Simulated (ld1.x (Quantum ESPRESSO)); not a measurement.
# Ru: generating and testing a TM potential

Aim: build the potential from the settings below, then test how well it stands in for the atom: other configurations, scattering, ghost states and the plane-wave cutoff that it needs.

Program: ld1.x (Quantum ESPRESSO) 7.5. Reference atom: PBEsol, scalar-relativistic, spherical and spin-unpolarised. All values are calculated.

**1. Settings**

The settings as typed:

```json
{"element": "ruthenium (Ru, Z = 44)", "type": "norm-conserving Troullier–Martins (Kleinman–Bylander form)", "frozen core": "[Kr]", "valence charge": "8", "reference configuration": "4d7 5s1 5p0", "partial waves": "5s (bound): rc 1.95 bohr; 5p (bound, empty): rc 3.30 bohr; 4d (bound): rc 1.85 bohr", "local potential": "the d channel", "core correction": "Bessel-smoothed model core, default radius (core density twice the valence density)"}
```

An earlier all-electron run gives the scale for the radii.

All-electron outer shells of the reference configuration (PBEsol, scalar-relativistic, ld1.x):

```csv
shell,level (eV),outermost node (bohr),outermost maximum (bohr)
4s,-76.31,0.48,0.92
4p,-46.38,0.49,0.98
4d,-5.22,0.48,1.21
5s,-4.27,1.24,2.73
5p,-0.87,1.41,3.87
```

**2. Generation**

Input file Ru.in:

```
 &input
   title='Ru', zed=44., rel=1, dft='PBESOL', iswitch=3,
   config='[Kr] 4d7 5s1 5p0',
   nld=3, rlderiv=3.60, eminld=-2.0, emaxld=5.0, deld=0.02
 /
 &inputp
   pseudotype=2, tm=.true., lloc=2,
   nlcc=.true., new_core_ps=.true.,
   file_pseudopw='Ru.UPF', file_wfcaegen='ae.wfc', file_wfcncgen='nc.wfc', file_beta='beta', file_chi='chi'
 /
3
5S  1  0   1.00   0.00  1.95  1.95  0.0
5P  2  1   0.00   0.00  3.30  3.30  0.0
4D  3  2   7.00   0.00  1.85  1.85  0.0
 &test
   configts(1)='4d7 5s1 5p0'
 /
```

On the command line:

```console
$ ld1.x < Ru.in > Ru.out
```

What the program wrote to Ru.out (without the banner and most projector matrices):

```text
     Program LD1 v.7.5
     --------------------------- All-electron run ----------------------------

     Ru
     scalar relativistic calculation

     atomic number is 44.00
     dft =PBESOL   lsd =0 sic =0 latt =0  beta=0.20 tr2=1.0E-14
     Exchange-correlation= PBESOL
                           (   1   4  10   8   0   0   0)
     mesh =1233 r(mesh) = 101.06970 a.u. xmin = -7.00 dx = 0.01250
     1 Ry =  13.60569312 eV, c = 137.03599908

     n l     nl                  e(Ry)          e(Ha)          e(eV)
     1 0     1S 1( 2.00)     -1611.4219      -805.7110    -21924.5120
     2 0     2S 1( 2.00)      -231.7044      -115.8522     -3152.4986
     2 1     2P 1( 6.00)      -207.5575      -103.7788     -2823.9643
     3 0     3S 1( 2.00)       -40.7836       -20.3918      -554.8887
     3 1     3P 1( 6.00)       -32.8500       -16.4250      -446.9467
     4 0     4S 1( 2.00)        -5.6090        -2.8045       -76.3146
     4 1     4P 1( 6.00)        -3.4088        -1.7044       -46.3795
     3 2     3D 1(10.00)       -20.0745       -10.0373      -273.1280
     4 2     4D 1( 7.00)        -0.3834        -0.1917        -5.2165
     5 0     5S 1( 1.00)        -0.3137        -0.1569        -4.2681
     5 1     5P 1( 0.00)        -0.0636        -0.0318        -0.8649

     final scf error:  8.6E-15 reached in  31 iterations

     Etot =   -9056.870064 Ry,   -4528.435032 Ha, -123224.994752 eV

     Ekin =    9364.981604 Ry,    4682.490802 Ha,  127417.065804 eV
     Encl =  -21853.245723 Ry,  -10926.622861 Ha, -297328.555044 eV
     Eh   =    3693.446866 Ry,    1846.723433 Ha,   50251.904628 eV
     Exc  =    -262.052812 Ry,    -131.026406 Ha,   -3565.410140 eV

     normalization and overlap integrals

     s(1S/1S) =  1.000000  <r> =   0.0334  <r2> =    0.0015  r(max) =   0.0216
     s(2S/2S) =  1.000000  <r> =   0.1457  <r2> =    0.0250  r(max) =   0.1229
     s(2P/2P) =  1.000000  <r> =   0.1270  <r2> =    0.0197  r(max) =   0.0981
     s(3S/3S) =  1.000000  <r> =   0.4030  <r2> =    0.1859  r(max) =   0.3600
     s(3P/3P) =  1.000000  <r> =   0.4032  <r2> =    0.1891  r(max) =   0.3555
     s(4S/4S) =  1.000000  <r> =   1.0186  <r2> =    1.1768  r(max) =   0.9193
     s(4P/4P) =  1.000000  <r> =   1.1284  <r2> =    1.4621  r(max) =   0.9785
     s(3D/3D) =  1.000000  <r> =   0.3843  <r2> =    0.1768  r(max) =   0.3022
     s(4D/4D) =  1.000000  <r> =   1.7030  <r2> =    3.6423  r(max) =   1.2102
     s(5S/5S) =  1.000000  <r> =   3.3581  <r2> =   13.0619  r(max) =   2.7273
     s(5P/5P) =  1.000000  <r> =   5.2664  <r2> =   33.5220  r(max) =   3.8702

     ------------------------ End of All-electron run ------------------------

     --------------------- Generating NC pseudopotential ---------------------

      Generating local pot.: lloc=2, matching radius rcloc =   1.8500

      Computing core charge for nlcc:

       r > 1.11 : true rho core
      Core charge pseudized with two Bessel functions
      Integrated core pseudo-charge :  11.55

      Wfc   5S  rcut= 1.946  Using Troullier-Martins method

      Wfc   5P  rcut= 3.290  Using Troullier-Martins method

     ------------------- End of pseudopotential generation -------------------

     [... the all-electron block is printed once more ...]


     Computing logarithmic derivative in   3.61315
     Computing logarithmic derivative in   3.61315
     Computing the partial wave expansion
     R is outside the sphere for l=    0 j= 0.00
     R is outside the sphere for l=    1 j= 0.00
       no projector for channel:   2

     ---------------------- Testing the pseudopotential ----------------------

     Ru
     scalar relativistic calculation

     atomic number is 44.00   valence charge is  8.00
     dft =PBESOL   lsd =0 sic =0 latt =0  beta=0.20 tr2=1.0E-14
     mesh =1233 r(mesh) = 101.06970 xmin = -7.00 dx = 0.01250

     n l     nl             e AE (Ry)        e PS (Ry)    De AE-PS (Ry)
     3 2     4D   1( 7.00)       -0.38341       -0.38341        0.00000
     1 0     5S   1( 1.00)       -0.31370       -0.31370       -0.00000
     2 1     5P   1( 0.00)       -0.06357       -0.06357       -0.00000

     eps = 5.3E-15  iter = 13

     Etot =   -9056.870064 Ry,   -4528.435032 Ha, -123224.994752 eV
     Etotps =   -51.976821 Ry,     -25.988411 Ha,    -707.180676 eV

     Ekin =      33.215557 Ry,      16.607778 Ha,     451.920674 eV
     Encl =     -88.489974 Ry,     -44.244987 Ha,   -1203.967425 eV
     Ehrt =      31.200406 Ry,      15.600203 Ha,     424.503151 eV
     Ecxc =     -28.392929 Ry,     -14.196464 Ha,    -386.305473 eV
     (Ecc =     -18.746543 Ry,      -9.373272 Ha,    -255.059714 eV)
     Epseu=       0.490118 Ry,       0.245059 Ha,       6.668397 eV

     ---------------------- End of pseudopotential test ----------------------
```

Run time: 2.5 s. Hardware: 1 thread of Neoverse-V1, shared host. (Generation and the later configuration tests together.)

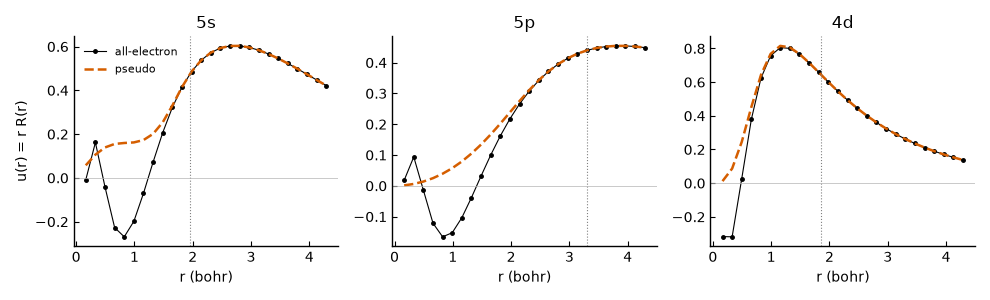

Bound waves of the atom and their pseudo partners (5s, 5p, 4d), with the matching radii dotted. The curves join 26 sampled radii, too few to resolve the innermost nodes.

**3. Transferability test**

Input file Ru.test.in:

```
 &input
   title='Ru', zed=44., rel=1, dft='PBESOL', iswitch=2,
   config='[Kr] 4d7 5s1 5p0'
 /
 &test
   file_pseudo='Ru.UPF', nconf=8,
   configts(1)='4d7 5s1 5p0',
   configts(2)='4d7 5s0 5p0',
   configts(3)='4d6 5s0 5p0',
   configts(4)='4d5 5s0 5p0',
   configts(5)='4d7 5s0 5p1',
   configts(6)='4d6 5s1 5p1',
   configts(7)='4d4 5s0 5p0',
   configts(8)='4d8 5s0 5p0'
 /
```

On the command line:

```console
$ ld1.x < Ru.test.in > Ru.test.out
```

Ru.test.out, the pseudopotential blocks, each with the warnings that came before it:

```text
     ---------------------- Testing the pseudopotential ----------------------

     Ru
     scalar relativistic calculation

     atomic number is 44.00   valence charge is  8.00
     dft =PBESOL   lsd =0 sic =0 latt =0  beta=0.20 tr2=1.0E-14
     mesh =1233 r(mesh) = 101.06970 xmin = -7.00 dx = 0.01250

     n l     nl             e AE (Ry)        e PS (Ry)    De AE-PS (Ry)
     3 2     4D   1( 7.00)       -0.38341       -0.38341        0.00000
     1 0     5S   1( 1.00)       -0.31370       -0.31370       -0.00000
     2 1     5P   1( 0.00)       -0.06357       -0.06357       -0.00000

     eps = 5.2E-15  iter = 13

     Etot =   -9056.870064 Ry,   -4528.435032 Ha, -123224.994752 eV
     Etotps =   -51.976821 Ry,     -25.988411 Ha,    -707.180677 eV

     Ekin =      33.215557 Ry,      16.607778 Ha,     451.920673 eV
     Encl =     -88.489974 Ry,     -44.244987 Ha,   -1203.967425 eV
     Ehrt =      31.200406 Ry,      15.600203 Ha,     424.503151 eV
     Ecxc =     -28.392929 Ry,     -14.196464 Ha,    -386.305473 eV
     (Ecc =     -18.746543 Ry,      -9.373272 Ha,    -255.059714 eV)
     Epseu=       0.490118 Ry,       0.245059 Ha,       6.668397 eV

     ---------------------- End of pseudopotential test ----------------------

     ---------------------- Testing the pseudopotential ----------------------

     Ru
     [...]
     n l     nl             e AE (Ry)        e PS (Ry)    De AE-PS (Ry)
     3 2     4D   1( 7.00)       -0.92212       -0.92109       -0.00103
     1 0     5S   1( 0.00)       -0.76879       -0.77002        0.00123
     2 1     5P   1( 0.00)       -0.44196       -0.44343        0.00147

     eps = 4.3E-15  iter = 10

     Etot =   -9056.333607 Ry,   -4528.166804 Ha, -123217.695881 eV
     Etotps =   -51.439741 Ry,     -25.719871 Ha,    -699.873333 eV
     dEtot_ae =       0.536457 Ry
     dEtot_ps =       0.537080 Ry,   Delta E=      -0.000623 Ry

     [...]
     ---------------------- End of pseudopotential test ----------------------

     Warning: n=2, l=1 expected 0 nodes, found 1
     ---------------------- Testing the pseudopotential ----------------------

     Ru
     [...]
     n l     nl             e AE (Ry)        e PS (Ry)    De AE-PS (Ry)
     3 2     4D   1( 6.00)       -1.77344       -1.78378        0.01033  !
     1 0     5S   1( 0.00)       -1.39537       -1.39833        0.00296
     2 1     5P   1( 0.00)       -0.97839       -0.97839        0.00000

     eps = 9.5E-15  iter = 18

     Etot =   -9054.997085 Ry,   -4527.498543 Ha, -123199.511572 eV
     Etotps =   -50.099695 Ry,     -25.049847 Ha,    -681.641075 eV
     dEtot_ae =       1.872979 Ry
     dEtot_ps =       1.877126 Ry,   Delta E=      -0.004147 Ry

     [...]
     ---------------------- End of pseudopotential test ----------------------

     ---------------------- Testing the pseudopotential ----------------------

     Ru
     [...]
     n l     nl             e AE (Ry)        e PS (Ry)    De AE-PS (Ry)
     3 2     4D   1( 5.00)       -2.74396       -2.78095        0.03700  !
     1 0     5S   1( 0.00)       -2.10337       -2.11562        0.01225  !
     2 1     5P   1( 0.00)       -1.60530       -1.60530        0.00000

     eps = 8.9E-15  iter = 13

     Etot =   -9052.747344 Ry,   -4526.373672 Ha, -123168.902276 eV
     Etotps =   -47.827480 Ry,     -23.913740 Ha,    -650.726017 eV
     dEtot_ae =       4.122721 Ry
     dEtot_ps =       4.149341 Ry,   Delta E=      -0.026620 Ry

     [...]
     ---------------------- End of pseudopotential test ----------------------

     ---------------------- Testing the pseudopotential ----------------------

     Ru
     [...]
     n l     nl             e AE (Ry)        e PS (Ry)    De AE-PS (Ry)
     3 2     4D   1( 7.00)       -0.49827       -0.49876        0.00049
     1 0     5S   1( 0.00)       -0.39329       -0.39334        0.00005
     2 1     5P   1( 1.00)       -0.12630       -0.12631        0.00002

     eps = 8.1E-15  iter = 17

     Etot =   -9056.611397 Ry,   -4528.305699 Ha, -123221.475407 eV
     Etotps =   -51.718095 Ry,     -25.859047 Ha,    -703.660525 eV
     dEtot_ae =       0.258667 Ry
     dEtot_ps =       0.258726 Ry,   Delta E=      -0.000059 Ry

     [...]
     ---------------------- End of pseudopotential test ----------------------

     BEWARE! Errors in PS-KS equations
     ---------------------- Testing the pseudopotential ----------------------

     Ru
     [...]
     n l     nl             e AE (Ry)        e PS (Ry)    De AE-PS (Ry)
     3 2     4D   1( 6.00)       -0.67267       -1.14112        0.46845  !
     1 0     5S   1( 1.00)       -0.45683       -0.86743        0.41061  !
     2 1     5P   1( 1.00)       -0.15451       -0.15451        0.00000

     eps = 9.6E-15  iter = 30

     Etot =   -9056.452625 Ry,   -4528.226313 Ha, -123219.315205 eV
     Etotps =   -51.383804 Ry,     -25.691902 Ha,    -699.112270 eV
     dEtot_ae =       0.417439 Ry
     dEtot_ps =       0.593017 Ry,   Delta E=      -0.175578 Ry

     [...]
     ---------------------- End of pseudopotential test ----------------------

     ---------------------- Testing the pseudopotential ----------------------

     Ru
     [...]
     n l     nl             e AE (Ry)        e PS (Ry)    De AE-PS (Ry)
     3 2     4D   1( 4.00)       -3.81116       -3.89057        0.07941  !
     1 0     5S   1( 0.00)       -2.87935       -2.91283        0.03348  !
     2 1     5P   1( 0.00)       -2.30668       -2.30668        0.00000

     eps = 9.5E-15  iter = 10

     Etot =   -9049.477447 Ry,   -4524.738724 Ha, -123124.413071 eV
     Etotps =   -44.500352 Ry,     -22.250176 Ha,    -605.458128 eV
     dEtot_ae =       7.392617 Ry
     dEtot_ps =       7.476469 Ry,   Delta E=      -0.083852 Ry

     [...]
     ---------------------- End of pseudopotential test ----------------------

     ---------------------- Testing the pseudopotential ----------------------

     Ru
     [...]
     n l     nl             e AE (Ry)        e PS (Ry)    De AE-PS (Ry)
     3 2     4D   1( 8.00)       -0.23178       -0.23046       -0.00132
     1 0     5S   1( 0.00)       -0.24905       -0.25165        0.00259
     2 1     5P   1( 0.00)       -0.03274       -0.03457        0.00184

     eps = 1.7E-15  iter = 12

     Etot =   -9056.894367 Ry,   -4528.447184 Ha, -123225.325408 eV
     Etotps =   -51.998685 Ry,     -25.999343 Ha,    -707.478158 eV
     dEtot_ae =      -0.024303 Ry
     dEtot_ps =      -0.021864 Ry,   Delta E=      -0.002438 Ry

     [...]
     ---------------------- End of pseudopotential test ----------------------
```

1 test gave no usable energy difference (4d6 5s1 5p1).

Energies count from the reference configuration 4d7 5s1 5p0; the error is all-electron less pseudo. A star marks tests that logged a warning. The frozen-core shift comes from a second all-electron run, not shown, with the core orbitals held at their reference shape; it is that run's ΔE less the relaxed one.

| valence configuration | charge | ΔE all-electron (eV) | error AE − PS (meV) | frozen-core shift (meV) |
| --- | --- | --- | --- | --- |
| 4d7 5s0 5p0 | +1 | 7.299 | -8.5 | +4.1 |
| 4d6 5s0 5p0 * | +2 | 25.483 | -56 | +60 |
| 4d5 5s0 5p0 | +3 | 56.092 | -362 | +391 |
| 4d7 5s0 5p1 | 0 | 3.519 | -0.8 | +1.3 |
| 4d4 5s0 5p0 | +4 | 100.582 | -1141 | +1251 |
| 4d8 5s0 5p0 | 0 | -0.331 | -33 | +26 |

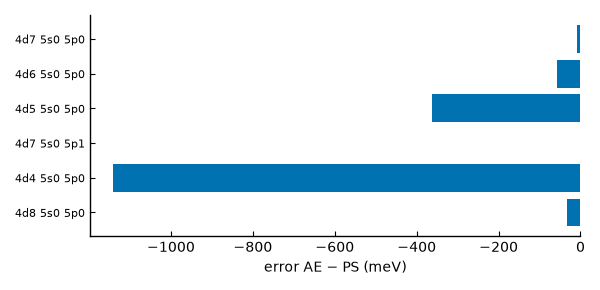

Error of the potential in each test configuration.

**4. Does it scatter like the atom?**

Taken from the files of the generation run. The phase is arctan(r·u′/u) with u = r·R, unwrapped, with energies in Ry. A pole is an energy at which the radial function vanishes at the test radius. The pseudo phase is shifted by a multiple of π to meet the all-electron one at the reference energy. Levels narrower than the energy grid can be missing from the poles. The last column is the largest difference on the grid between −1 and +1 Ry.

```tsv
channel	radius (bohr)	reference (Ry)	poles AE	poles PS	window around the reference with phases within 0.05 rad (Ry)	largest difference near zero (rad)
s	3.61	-0.31	0.35, 4.53	0.34, 3.62	below 1.5	0.007
p	3.61	-0.06	1.07	-1.83, 1.06, 4.79	-1.8 to 2.2	0.003
d	3.61	-0.38	-0.31, 2.50	-0.31, 2.51	below 4.2	0.010
```

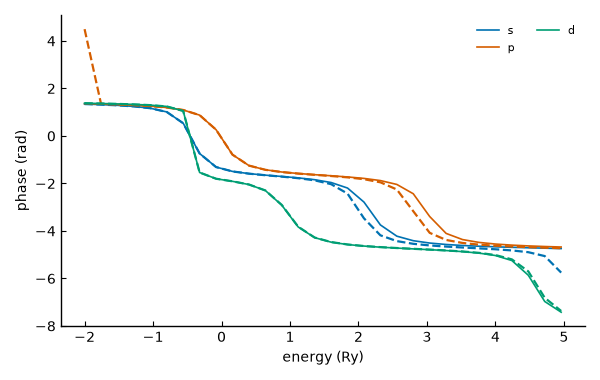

Phases by channel: all-electron solid, pseudo dashed.

**5. Cutoff and ghost test in a Bessel basis**

This step uses the generator's waves and projectors in a separate script. Basis: spherical Bessel functions vanishing at 20 bohr, q² up to the cutoff; potential fixed at the reference.

All-electron valence levels (Ry): 5s -0.3137, 5p -0.0636, 4d -0.3834. The lowest levels of each channel (Ry) by cutoff; the last column sums, over occupied levels, occupation times the distance from the level at 400 Ry. A positive value at high cutoff is not a bound level.

```csv
cutoff (Ry),s #1,s #2,p #1,p #2,d #1,f #1,Σ f·Δε (mRy)
8,-0.8680,-0.1235,-0.0635,0.0534,0.0448,0.1091,3187.5
12,-2.8342,-0.2859,-0.0637,0.0531,-0.0086,0.1091,2651.6
18,-4.2731,-0.3107,-1.0593,-0.0635,-0.1704,0.1091,1494.0
25,-4.6229,-0.3123,-1.6035,-0.0635,-0.2848,0.1091,692.0
40,-4.7019,-0.3132,-1.8223,-0.0635,-0.3783,0.1091,36.2
50,-4.7030,-0.3133,-1.8338,-0.0635,-0.3831,0.1091,2.7
60,-4.7033,-0.3135,-1.8342,-0.0635,-0.3833,0.1091,0.8
80,-4.7039,-0.3136,-1.8346,-0.0635,-0.3834,0.1091,0.4
400,-4.7053,-0.3137,-1.8348,-0.0635,-0.3834,0.1091,0.0
```

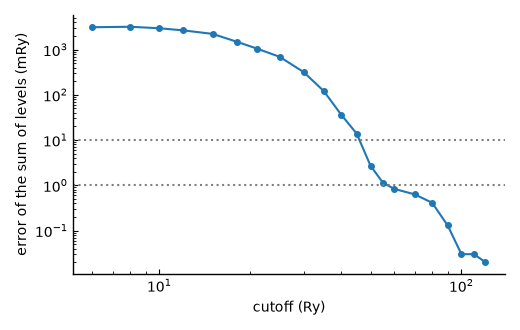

Occupation-weighted error of the valence levels against the cutoff; the dotted lines mark 10 and 1 mRy.

The sum stays within 10 mRy from 50 Ry and within 1 mRy from 60 Ry. The sum leaves out empty levels, which can need more. Ghost test: ghost states, bound below the all-electron valence or empty levels of the same l: s at -64.0 eV, p at -25.0 eV.

**6. Results**

| quantity | value |
| --- | --- |
| cutoffs for 10 and 1 mRy, occupied levels | 50 Ry and 60 Ry |
| bound ghosts | s at -64.02 eV, p at -24.96 eV |
| largest test error (AE − PS) | -1141 meV, for 4d4 5s0 5p0 (1 test unsolved) |
| largest phase difference near zero energy, channels read | 0.010 rad |

What this shows: A bound ghost (s, p) makes it unfit for use: electrons can fall into a state that the atom doesn't have. The worst unpolarised test, 4d4 5s0 5p0, is off by 1141 meV on 100.6 eV; by total energies transferability rates as poor. That test lies far up in energy; among those under 40 eV, nearer to bonding, the largest error is 56 meV. Freezing the core accounts for most of it. Of the tests 1 gave no usable energy difference, which is a warning in itself. The potential is of middling hardness: the looser tolerance needs 50 Ry. The slowest occupied level is 4d: taken alone it needs 50 Ry to come within 1 mRy, against 35 Ry for 5s. Near zero energy the phases of the channels with partial waves agree within 0.010 rad. The pseudo curves have a pole with no partner nearby in the atom's: p at -1.83 Ry. All of this concerns the isolated atom, not yet a solid.
